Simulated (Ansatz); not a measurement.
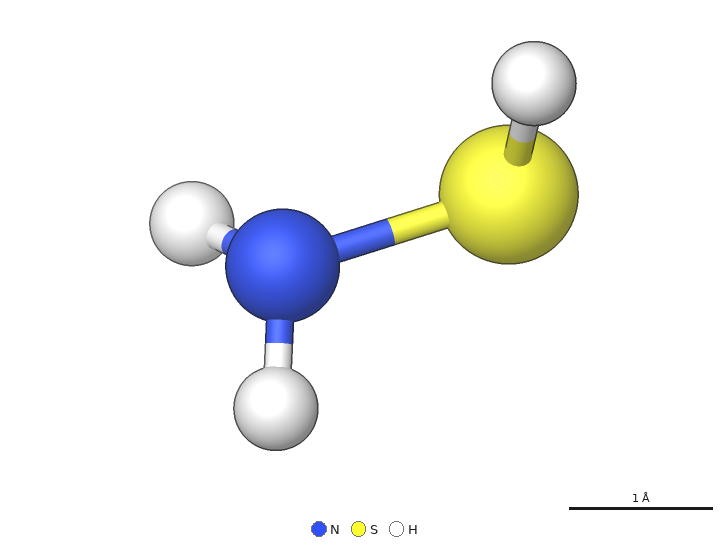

Rendered structure (ball-and-stick style).

The geometry was computed by an optimisation with PBE0-D4/def2-TZVP.

> Which formula does it have?

H3NS, 5 atoms: 3 hydrogen, 1 nitrogen and 1 sulfur.

> How many atoms are distinct by symmetry?

4: 1 N, 1 S, 2 H, 1 H.

> Count the bonded pairs by element.

2 N–H, 1 N–S, 1 S–H.

> Which point group does it belong to?

Cs.

> What is its SMILES?

NS

The parts below concern this one geometry. Atoms keep their numbers from picture to picture.

Shape

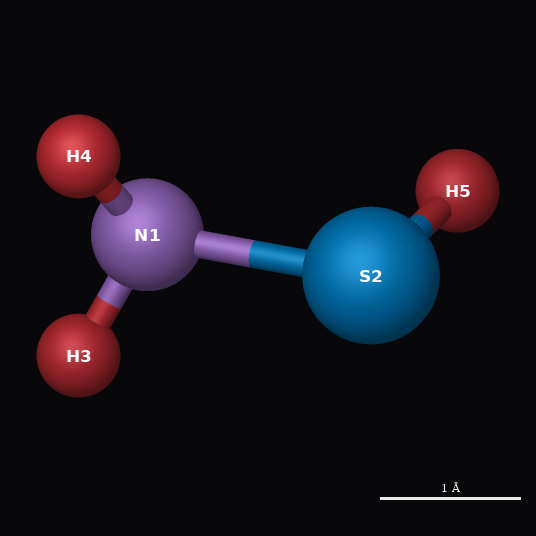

List the bonds and their lengths.

| bond | length (Å) | order |
| --- | --- | --- |
| N1–S2 | 1.702 | single |
| N1–H3 | 1.010 | single |
| N1–H4 | 1.010 | single |
| S2–H5 | 1.347 | single |

Dipole moment

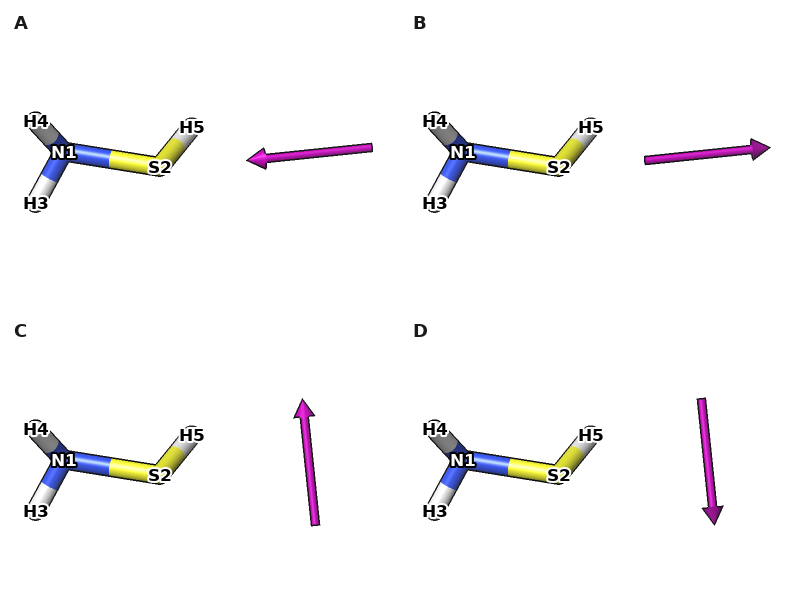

The same molecule four times, each with an arrow. Properties computed with RKS B3LYP-D4/def2-TZVPP (Ansatz 0.2.0).

> Which arrow points along the dipole moment, from the negative to the positive end?

A. The dipole moment is 1.09 D; it points from the side of H5 to the side of H3, H4 (the outermost atoms at the two ends).

Charges

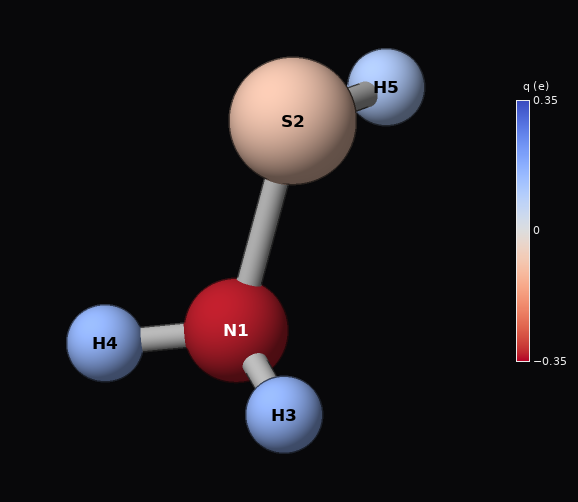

Atoms are coloured by their Mulliken charges. Method: RKS B3LYP-D4/def2-TZVPP (Ansatz 0.2.0).

> Which atom carries the highest charge (most positive or least negative)?

H3, H4 (0.15 e).

> And the lowest?

N1 (−0.33 e).

List the Mulliken charges.

| atom | value (e) |
| --- | --- |
| N1 | −0.33 |
| S2 | −0.08 |
| H3 | 0.15 |
| H4 | 0.15 |
| H5 | 0.10 |

Thermal motion

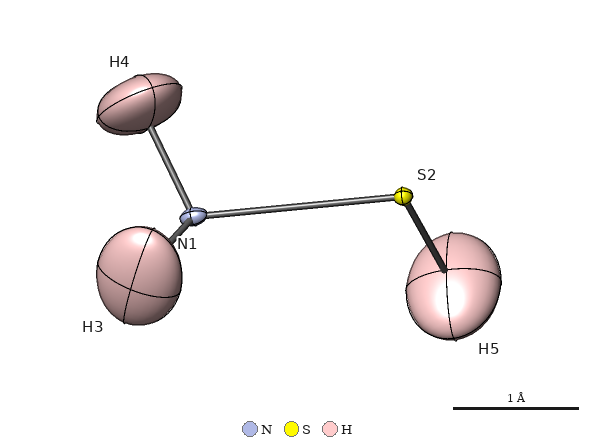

Displacement ellipsoids at the 50 % level, enlarged 2 times, from the internal vibrations of the free molecule (harmonic, no overall translation or rotation; no half-axis is drawn under 0.075 Å). Vibrations computed with RKS PBE0-D4/def2-TZVP (Ansatz 0.2.0). Temperature: 400 K.

> Which atom moves most?

H5, with U_eq = 0.0159 Å².

> Does H4 move more along its bond or across it?

Across it: the root-mean-square amplitude is 0.068 Å along the bond and up to 0.154 Å across, since bending and torsion are softer than stretching.

List U_eq and the three principal root-mean-square amplitudes for each kind of atom.

```
  atom  U_eq (Å²)   rms amplitudes (Å)
    N1    0.00061  0.012, 0.017, 0.037
    S2    0.00011  0.005, 0.006, 0.016
H3, H4     0.0137  0.067, 0.114, 0.154
    H5     0.0159  0.078, 0.125, 0.161
```

Mulliken values depend strongly on the basis set and can even reverse the polarity of a bond.
